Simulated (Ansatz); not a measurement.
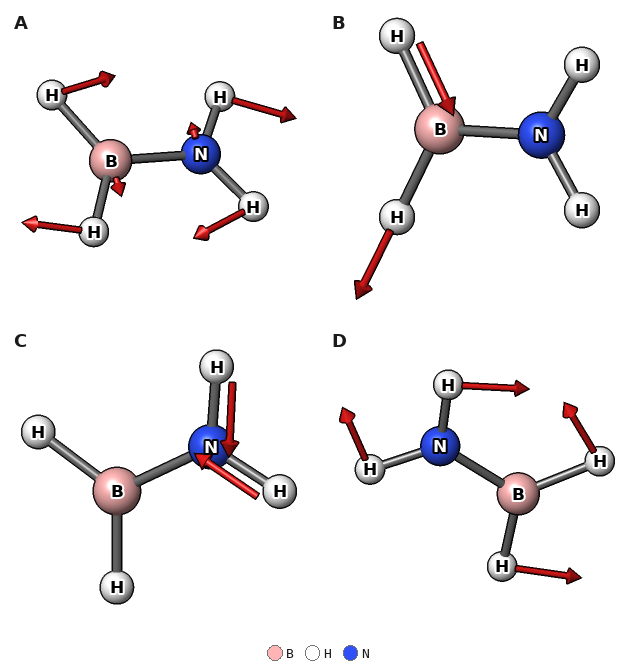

4 normal modes of one molecule or complex, as arrows. Harmonic vibrations computed with RKS PBE0-D4/def2-TZVP (Ansatz 0.2.0) at a stationary point of the same level.

Match the panels to the wavenumbers 742 cm⁻¹, 1135 cm⁻¹, 2658 cm⁻¹, 3616 cm⁻¹.

A: 1135 cm⁻¹, angle bending
B: 2658 cm⁻¹, out-of-phase stretching of 2 B–H bonds
C: 3616 cm⁻¹, in-phase stretching of 2 N–H bonds
D: 742 cm⁻¹, angle bending
